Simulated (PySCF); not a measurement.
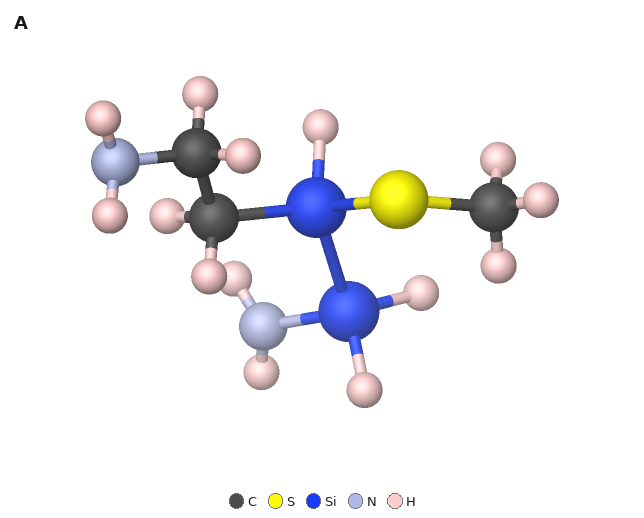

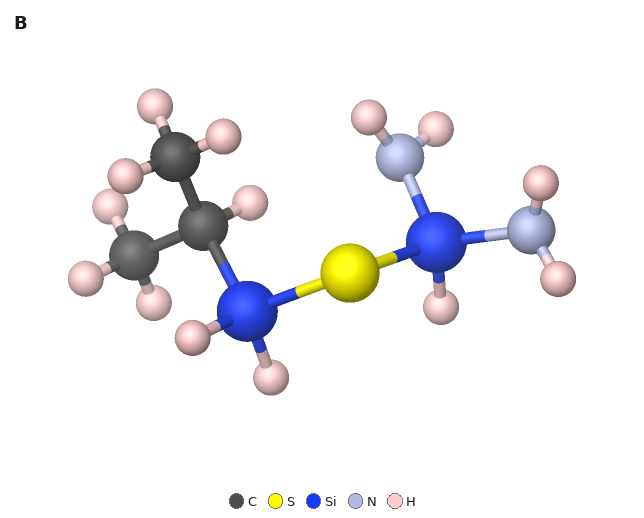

2 stationary structures of one formula. Geometries: GFN2-xTB. Electronic energies: PBE0/pcSseg-1 (PySCF 2.14.0), without zero-point energy. No frequency run is at hand to confirm each as a minimum. Each is one conformer, not always the lowest.

> Rank them by energy, lowest first.

B is lowest; A lies 51.2 kcal/mol above it. A is `CS[Si@H](CCN)[SiH2]N`, B is `CC(C)[SiH2]S[SiH](N)N`.

The geometry is semi-empirical. Around Si such bond lengths and angles can be off by a tenth of an ångström or more and by several degrees, and values that hang on the shape move with them.
